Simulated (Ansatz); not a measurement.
# Nudged elastic band of SiN₂H₆O

System: SiN₂H₆O.
Method: UKS PBE-D4/def2-SVP (Ansatz 0.2.0).

It belongs to a series of runs on one base structure; here: band between the two ends. Figures and captions count atoms from 1; the log counts them from 0 in places.

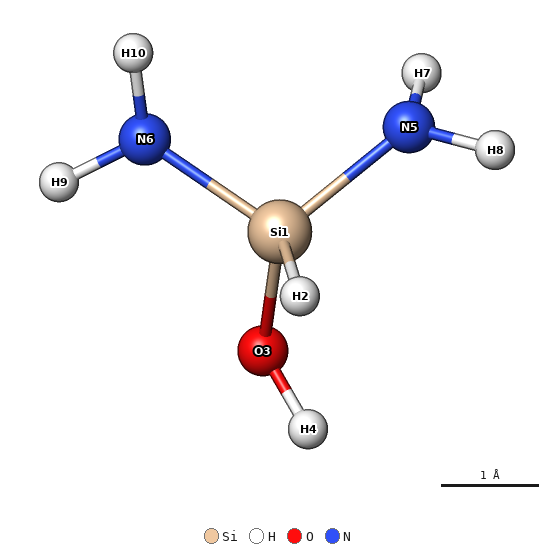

The starting structure (ball-and-stick view, seen at a tilt; atoms are numbered from 1 in the order of the input). Bond lengths as drawn: H–N 1.02 Å, H–O 0.97 Å, H–Si 1.51 Å, N–Si 1.72 to 1.73 Å and O–Si 1.69 Å.

### The input
```yaml
crystal:
  periodic: [false, false, false]
  atoms:
    - { symbol: Si, position_ang: [0.081436, -0.175628, -0.306042] }
    - { symbol: H, position_ang: [0.924453, -1.189947, -1.049286] }
    - { symbol: O, position_ang: [-0.70968, 0.748389, -1.478623] }
    - { symbol: H, position_ang: [-0.214313, 0.805513, -2.313448] }
    - { symbol: "N", position_ang: [1.214044, 0.583948, 0.761478] }
    - { symbol: "N", position_ang: [-1.228007, -0.687054, 0.693582] }
    - { symbol: H, position_ang: [0.912584, 1.35456, 1.362861] }
    - { symbol: H, position_ang: [2.192283, 0.686609, 0.484705] }
    - { symbol: H, position_ang: [-2.12446, -0.943004, 0.277844] }
    - { symbol: H, position_ang: [-1.048341, -1.183388, 1.566931] }
magnetization:
  spin_polarized: true
basis:
  gaussian: { orbitals: def2-SVP }
hamiltonian:
  xc: pbe
  dispersion: d4
neb:
  order_check: false
  images: 5
  f_tol: 0.03
  max_iterations: 60
  final_atoms:
    - { symbol: Si, position_ang: [-0.17742564, 0.26803667, 0.19478645] }
    - { symbol: H, position_ang: [0.69625787, -0.81201976, -3.85239027] }
    - { symbol: O, position_ang: [-0.26092437, 0.51798108, -1.33258428] }
    - { symbol: H, position_ang: [0.44076997, -0.45356344, -3.21500519] }
    - { symbol: "N", position_ang: [1.06740688, 0.81562113, 1.22097246] }
    - { symbol: "N", position_ang: [-1.32006905, -0.59392013, 1.11986165] }
    - { symbol: H, position_ang: [1.12992797, 0.66550903, 2.22764634] }
    - { symbol: H, position_ang: [1.84569414, 1.35550955, 0.84102076] }
    - { symbol: H, position_ang: [-2.14111545, -1.00107591, 0.67088204] }
    - { symbol: H, position_ang: [-1.28052331, -0.76208022, 2.12481205] }
  initial_path:
    images:
      - { positions_ang: [[0.081436, -0.175628, -0.306042], [0.924453, -1.189947, -1.049286], [-0.70968, 0.748389, -1.478623], [-0.214313, 0.805513, -2.313448], [1.214044, 0.583948, 0.761478], [-1.228007, -0.687054, 0.693582], [0.912584, 1.35456, 1.362861], [2.192283, 0.686609, 0.484705], [-2.12446, -0.943004, 0.277844], [-1.048341, -1.183388, 1.566931]] }
      - { positions_ang: [[0.00923246, -0.03929095, -0.28595033], [0.81448571, -1.09027158, -1.22007113], [-0.63698256, 0.7923318, -1.52276281], [-0.09266623, 0.48699137, -2.22069281], [1.17418166, 0.65791595, 0.76653742], [-1.23738527, -0.66104016, 0.7001239], [1.04947793, 1.03265357, 1.46201194], [2.0767666, 0.91097628, 0.45881098], [-2.11672766, -0.95237393, 0.28906023], [-1.04038365, -1.13789435, 1.5729346]] }
      - { positions_ang: [[-0.06297107, 0.0970461, -0.26585866], [0.70451843, -0.99059615, -1.39085625], [-0.56428513, 0.83627461, -1.56690262], [0.02898054, 0.16846974, -2.12793761], [1.13431933, 0.7318839, 0.77159684], [-1.24676354, -0.63502632, 0.7066658], [1.18637185, 0.71074713, 1.56116288], [1.96125021, 1.13534356, 0.43291695], [-2.10899531, -0.96174386, 0.30027647], [-1.0324263, -1.09240071, 1.57893819]] }
      - { positions_ang: [[-0.13517461, 0.23338315, -0.24576699], [0.59455114, -0.89092073, -1.56164138], [-0.49158769, 0.88021741, -1.61104242], [0.15062732, -0.1500519, -2.03518242], [1.09445699, 0.80585184, 0.77665626], [-1.25614182, -0.60901248, 0.7132077], [1.32326578, 0.3888407, 1.66031382], [1.84573381, 1.35971084, 0.40702293], [-2.10126297, -0.97111378, 0.3114927], [-1.02446895, -1.04690706, 1.58494179]] }
      - { positions_ang: [[-0.14925829, 0.24493432, -0.09891584], [0.62845338, -0.86462041, -2.32522434], [-0.41469992, 0.75947197, -1.51822304], [0.24734153, -0.25122241, -2.42845667], [1.08544029, 0.80910827, 0.92476166], [-1.2774509, -0.6039817, 0.84875902], [1.25881984, 0.48106348, 1.84942466], [1.84572059, 1.35831041, 0.55168887], [-2.11454713, -0.98110116, 0.43128915], [-1.1098204, -0.95196478, 1.76489854]] }
      - { positions_ang: [[-0.16334197, 0.2564855, 0.0479353], [0.66235563, -0.83832008, -3.08880731], [-0.33781214, 0.63872652, -1.42540366], [0.34405575, -0.35239292, -2.82173093], [1.07642359, 0.8123647, 1.07286706], [-1.29875997, -0.59895091, 0.98431034], [1.1943739, 0.57328626, 2.0385355], [1.84570736, 1.35690998, 0.69635482], [-2.12783129, -0.99108853, 0.55108559], [-1.19517186, -0.8570225, 1.94485529]] }
      - { positions_ang: [[-0.17742564, 0.26803667, 0.19478645], [0.69625787, -0.81201976, -3.85239027], [-0.26092437, 0.51798108, -1.33258428], [0.44076997, -0.45356344, -3.21500519], [1.06740688, 0.81562113, 1.22097246], [-1.32006905, -0.59392013, 1.11986165], [1.12992797, 0.66550903, 2.22764634], [1.84569414, 1.35550955, 0.84102076], [-2.14111545, -1.00107591, 0.67088204], [-1.28052331, -0.76208022, 2.12481205]] }
```

Launched with:
```bash
ansatz run input.yaml --threads 2 --pin off --max-ram 3072MiB --backend cpu --events-out ev --progress --plain --runs-dir out
```

### The program's output
```
Engine: ansatz 0.2.0, x86_64-unknown-linux-gnu
Functional definition: PBE
  parameter kappa = 0.804
  parameter beta = 0.06672455060314922
  exchange = pbe_x(kappa = kappa, mu = beta*pi^2/3)
  correlation = pbe_c(beta = beta)
1031 factors; their error is unknown
mean field evaluation 1: about -12971.5121 eV, gradient 6.7e1 eV
mean field evaluation 2: about -12925.2679 eV, gradient 1.2e2 eV
mean field evaluation 4: about -12988.6012 eV, gradient 5.7e0 eV
mean field evaluation 8: about -12988.7429 eV, gradient 2.8e-1 eV
mean field evaluation 16: about -12988.6823 eV, gradient 2.7e-4 eV
mean field -12988.68231425 eV, -477.3252710036 hartree, gradient 3.8e-5 eV, S^2 0.000000; 0 other end points of the search recorded, 0 dependent functions left out
the calculation of the forces begins
reference -12988.68235082 eV, -477.3252723475 hartree; 21, 21 occupied and 69, 69 virtual orbitals, 1031 factors
1031 factors; their error is unknown
mean field evaluation 32: about -12987.1848 eV, gradient 1.2e-3 eV
mean field -12987.18475671 eV, -477.2702367792 hartree, gradient 7.0e-5 eV, S^2 0.000000; 0 other end points of the search recorded, 0 dependent functions left out
[... from here on the field's lines of each further geometry are left out, up to the last ...]
NEB iter   1: max|band force component| = 2.190e1 eV/Å  barrier→ = 3.3002 eV  barrier← = 1.7943 eV  Δτ_max = 0.1988 Å  (203 SCF iters)
NEB iter   2: max|band force component| = 2.335e0 eV/Å  barrier→ = 2.2559 eV  barrier← = 0.7500 eV  Δτ_max = 0.1998 Å  (158 SCF iters)
NEB iter   3: max|band force component| = 1.210e0 eV/Å  barrier→ = 2.3752 eV  barrier← = 0.8693 eV  Δτ_max = 0.1491 Å  (151 SCF iters)
NEB iter   4: max|band force component| = 1.533e0 eV/Å  barrier→ = 2.2955 eV  barrier← = 0.7896 eV  Δτ_max = 0.0761 Å  (157 SCF iters)
NEB iter   5: max|band force component| = 9.004e-1 eV/Å  barrier→ = 2.0928 eV  barrier← = 0.5869 eV  Δτ_max = 0.0756 Å  (149 SCF iters)
NEB iter   6: max|band force component| = 8.920e-1 eV/Å  barrier→ = 1.9417 eV  barrier← = 0.4357 eV  Δτ_max = 0.1451 Å  (150 SCF iters)
NEB iter   7: max|band force component| = 1.825e0 eV/Å  barrier→ = 1.7897 eV  barrier← = 0.2837 eV  Δτ_max = 0.0720 Å  (150 SCF iters)
NEB iter   8: max|band force component| = 4.437e-1 eV/Å  barrier→ = 1.6707 eV  barrier← = 0.1648 eV  CI = image 3  Δτ_max = 0.1317 Å  (146 SCF iters)
NEB iter   9: max|band force component| = 9.464e-1 eV/Å  barrier→ = 1.8533 eV  barrier← = 0.3473 eV  CI = image 3  Δτ_max = 0.0647 Å  (150 SCF iters)
NEB iter  10: max|band force component| = 1.121e0 eV/Å  barrier→ = 1.9339 eV  barrier← = 0.4279 eV  CI = image 3  Δτ_max = 0.0336 Å  (144 SCF iters)
NEB iter  11: max|band force component| = 1.185e0 eV/Å  barrier→ = 1.9914 eV  barrier← = 0.4855 eV  CI = image 3  Δτ_max = 0.0656 Å  (154 SCF iters)
NEB iter  12: max|band force component| = 1.111e0 eV/Å  barrier→ = 2.0122 eV  barrier← = 0.5063 eV  CI = image 3  Δτ_max = 0.1308 Å  (153 SCF iters)
NEB iter  13: max|band force component| = 9.129e-1 eV/Å  barrier→ = 2.0407 eV  barrier← = 0.5348 eV  CI = image 3  Δτ_max = 0.1993 Å  (153 SCF iters)
NEB iter  14: max|band force component| = 7.541e-1 eV/Å  barrier→ = 2.0860 eV  barrier← = 0.5801 eV  CI = image 3  Δτ_max = 0.2000 Å  (151 SCF iters)
NEB iter  15: max|band force component| = 2.674e0 eV/Å  barrier→ = 2.2156 eV  barrier← = 0.7097 eV  CI = image 3  Δτ_max = 0.0999 Å  (153 SCF iters)
NEB iter  16: max|band force component| = 1.396e0 eV/Å  barrier→ = 2.1407 eV  barrier← = 0.6348 eV  CI = image 3  Δτ_max = 0.0692 Å  (146 SCF iters)
NEB iter  17: max|band force component| = 7.257e-1 eV/Å  barrier→ = 2.1427 eV  barrier← = 0.6368 eV  CI = image 3  Δτ_max = 0.1166 Å  (153 SCF iters)
NEB iter  18: max|band force component| = 3.930e-1 eV/Å  barrier→ = 2.1340 eV  barrier← = 0.6281 eV  CI = image 3  Δτ_max = 0.0316 Å  (151 SCF iters)
NEB iter  19: max|band force component| = 1.508e-1 eV/Å  barrier→ = 2.1220 eV  barrier← = 0.6160 eV  CI = image 3  Δτ_max = 0.0579 Å  (141 SCF iters)
NEB iter  20: max|band force component| = 8.095e-2 eV/Å  barrier→ = 2.1192 eV  barrier← = 0.6132 eV  CI = image 3  Δτ_max = 0.0296 Å  (141 SCF iters)
NEB iter  21: max|band force component| = 3.470e-2 eV/Å  barrier→ = 2.1184 eV  barrier← = 0.6125 eV  CI = image 3  Δτ_max = 0.0102 Å  (133 SCF iters)
the calculation of the forces begins
reference -12987.17070279 eV, -477.2697203069 hartree; 21, 21 occupied and 69, 69 virtual orbitals, 1031 factors
1031 factors; their error is unknown
mean field evaluation 928: about -12986.5583 eV, gradient 2.9e0 eV
mean field -12986.55201857 eV, -477.2469840811 hartree, gradient 2.0e-5 eV, S^2 0.000000; 1 other end points of the search recorded, 0 dependent functions left out
the calculation of the forces begins
reference -12986.55205319 eV, -477.2469853535 hartree; 21, 21 occupied and 69, 69 virtual orbitals, 1031 factors
NEB iter  22: max|band force component| = 2.134e-2 eV/Å  barrier→ = 2.1182 eV  barrier← = 0.6123 eV  CI = image 3  Δτ_max = 0.0000 Å  (277 SCF iters)
```

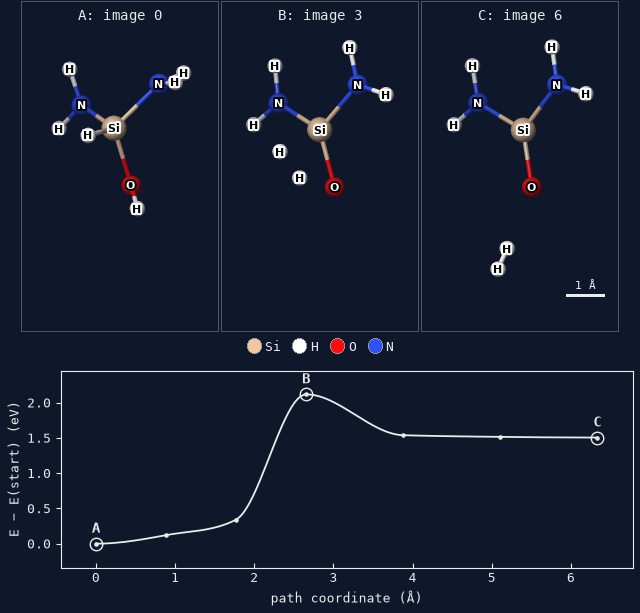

Images of the last band (counted from 0; ball-and-stick, seen at a tilt) above the energy along the path; the line is a cubic interpolation that uses the forces. The highest image is number 3, 2.118 eV above the start and 0.612 eV above the end (the climbing image); the end lies 1.506 eV above the start. The path is 6.33 Å long. The band converged in 22 iterations.

```
Total energy: -12986.74116889 eV, -477.2539352274 hartree
Atom 0 at    -0.154278     0.264633    -0.253120 Å, force     0.012368    -0.015386     0.011115 eV/Å
Atom 1 at     0.607480    -0.938008    -1.491133 Å, force    -0.002260     0.000696     0.004491 eV/Å
Atom 2 at    -0.561682     1.028000    -1.594892 Å, force    -0.010724     0.013392    -0.015751 eV/Å
Atom 3 at     0.163050    -0.163604    -1.902055 Å, force     0.001878    -0.000997     0.006072 eV/Å
Atom 4 at     1.129006     0.775581     0.744417 Å, force    -0.001208    -0.006077    -0.011280 eV/Å
Atom 5 at    -1.238340    -0.681808     0.654584 Å, force     0.003140     0.014892     0.010570 eV/Å
Atom 6 at     1.418152     0.324051     1.612788 Å, force    -0.003900     0.008261     0.001724 eV/Å
Atom 7 at     1.839616     1.404392     0.367870 Å, force     0.001059    -0.002061     0.002928 eV/Å
Atom 8 at    -2.097172    -1.041771     0.238063 Å, force     0.000026     0.000256    -0.004689 eV/Å
Atom 9 at    -1.105833    -0.971467     1.623479 Å, force    -0.000379    -0.012977    -0.005179 eV/Å
Dipole moment:     0.215898    -0.405467     0.798681 e Å
this run last wrote the band of iteration 22 to [file]
```

### The last band as extended XYZ (Å, eV, eV/Å)
```
10
Properties=species:S:1:pos:R:3:forces:R:3 image=0 energy=-12988.85933
Si    0.0814   -0.1756   -0.3060    0.0068   0.0116  -0.0104
H     0.9245   -1.1899   -1.0493    0.0025   0.0009   0.0132
O    -0.7097    0.7484   -1.4786   -0.0019   0.0014   0.0071
H    -0.2143    0.8055   -2.3134   -0.0038  -0.0046   0.0036
N     1.2140    0.5839    0.7615   -0.0036  -0.0127  -0.0045
N    -1.2280   -0.6871    0.6936    0.0054   0.0034   0.0053
H     0.9126    1.3546    1.3629   -0.0009  -0.0027  -0.0026
H     2.1923    0.6866    0.4847   -0.0059  -0.0002   0.0008
H    -2.1245   -0.9430    0.2778   -0.0002  -0.0019  -0.0004
H    -1.0483   -1.1834    1.5669    0.0017   0.0047  -0.0121
10
Properties=species:S:1:pos:R:3:forces:R:3 image=1 energy=-12988.73807
Si    0.0923   -0.1429   -0.3192    0.0246  -0.0293  -0.0114
H     0.7737   -1.2337   -1.1174    0.0252  -0.0296   0.0133
O    -0.5301    0.8662   -1.5210   -0.0223  -0.0094   0.0212
H    -0.2388    0.5554   -2.3962   -0.0418   0.0681  -0.0314
N     1.2646    0.5609    0.7416    0.0464  -0.0681  -0.0092
N    -1.2327   -0.6011    0.6991    0.0131   0.0080   0.0124
H     0.9885    0.8768    1.6712   -0.1235   0.1433   0.0091
H     2.0098    1.1497    0.3656    0.0499  -0.0664   0.0042
H    -2.0668   -1.0025    0.2655   -0.0004   0.0316   0.0045
H    -1.0606   -1.0289    1.6108    0.0289  -0.0481  -0.0126
10
Properties=species:S:1:pos:R:3:forces:R:3 image=2 energy=-12988.51871
Si    0.0293   -0.0468   -0.2910    0.1747  -0.3093  -0.0548
H     0.6873   -1.1248   -1.1601    0.0705  -0.1635   0.3201
O    -0.4667    0.9037   -1.5900    0.0754  -0.1066   0.0293
H    -0.0932    0.3208   -2.2855   -0.2570   0.4870  -0.3744
N     1.0957    0.8086    0.7680   -0.0335   0.0388   0.0277
N    -1.2776   -0.6252    0.6710   -0.0305   0.0592   0.0184
H     1.4131    0.3795    1.6395    0.0050   0.0330   0.0222
H     1.8390    1.3748    0.3536    0.0086  -0.0321  -0.0096
H    -2.0656   -1.1114    0.2422    0.0297  -0.0704  -0.0007
H    -1.1614   -0.8792    1.6523   -0.0429   0.0638   0.0217
10
Properties=species:S:1:pos:R:3:forces:R:3 image=3 energy=-12986.74113
Si   -0.1543    0.2646   -0.2531    0.0124  -0.0154   0.0111
H     0.6075   -0.9380   -1.4911   -0.0023   0.0007   0.0045
O    -0.5617    1.0280   -1.5949   -0.0107   0.0134  -0.0158
H     0.1631   -0.1636   -1.9021    0.0019  -0.0010   0.0061
N     1.1290    0.7756    0.7444   -0.0012  -0.0061  -0.0113
N    -1.2383   -0.6818    0.6546    0.0031   0.0149   0.0106
H     1.4182    0.3241    1.6128   -0.0039   0.0083   0.0017
H     1.8396    1.4044    0.3679    0.0011  -0.0021   0.0029
H    -2.0972   -1.0418    0.2381    0.0000   0.0003  -0.0047
H    -1.1058   -0.9715    1.6235   -0.0004  -0.0130  -0.0052
10
Properties=species:S:1:pos:R:3:forces:R:3 image=4 energy=-12987.32024
Si   -0.3359    0.5538   -0.0148   -0.0073   0.0102   0.0076
H     0.8135   -1.1926   -2.2760    0.0085  -0.0125  -0.0264
O    -0.7397    1.3005   -1.3133   -0.0047   0.0079   0.0091
H     0.4111   -0.5307   -2.2649    0.0094  -0.0149  -0.0126
N     1.1065    0.7962    0.8594   -0.0003   0.0009   0.0023
N    -1.2638   -0.6413    0.7691   -0.0020   0.0041   0.0034
H     1.4066    0.2788    1.6855   -0.0022   0.0016   0.0038
H     1.7964    1.4715    0.5293   -0.0011   0.0027   0.0054
H    -2.1640   -0.9254    0.3818   -0.0027   0.0034   0.0063
H    -1.0305   -1.1108    1.6438    0.0024  -0.0033   0.0012
10
Properties=species:S:1:pos:R:3:forces:R:3 image=5 energy=-12987.34414
Si   -0.2789    0.4463    0.1011    0.0010  -0.0017   0.0021
H     0.7920   -1.0561   -3.1514    0.0000   0.0009  -0.0102
O    -0.5535    0.9971   -1.3230    0.0023  -0.0040  -0.0009
H     0.4298   -0.4960   -2.7581    0.0005  -0.0003  -0.0057
N     1.0884    0.8034    1.0531   -0.0010   0.0005   0.0016
N    -1.2945   -0.6161    0.9631   -0.0002   0.0008   0.0016
H     1.2913    0.4349    1.9821   -0.0015   0.0025   0.0039
H     1.8136    1.4251    0.6942    0.0003  -0.0005   0.0019
H    -2.1647   -0.9452    0.5440   -0.0001  -0.0002   0.0022
H    -1.1234   -0.9934    1.8950   -0.0015   0.0020   0.0035
10
Properties=species:S:1:pos:R:3:forces:R:3 image=6 energy=-12987.35340
Si   -0.1774    0.2680    0.1948   -0.0120  -0.0065   0.0109
H     0.6963   -0.8120   -3.8524   -0.0017   0.0026   0.0042
O    -0.2609    0.5180   -1.3326    0.0016  -0.0015  -0.0054
H     0.4408   -0.4536   -3.2150    0.0016  -0.0022  -0.0054
N     1.0674    0.8156    1.2210    0.0135   0.0106  -0.0074
N    -1.3201   -0.5939    1.1199   -0.0018   0.0020  -0.0188
H     1.1299    0.6655    2.2276    0.0002  -0.0023   0.0063
H     1.8457    1.3555    0.8410   -0.0067  -0.0042   0.0036
H    -2.1411   -1.0011    0.6709    0.0043   0.0030   0.0048
H    -1.2805   -0.7621    2.1248    0.0010  -0.0016   0.0072
```

### Results in brief

```tsv
quantity	value
outcome	converged
barrier, forward	2.118 eV
barrier, backward	0.612 eV
hardware	2 threads of Intel Xeon (Sapphire Rapids), 16 GiB of memory available, shared host
wall time	2.6 min (CPU time 5.1 min)
peak memory	0.17 GiB
```

### Remarks

The order of the saddle point was not checked.
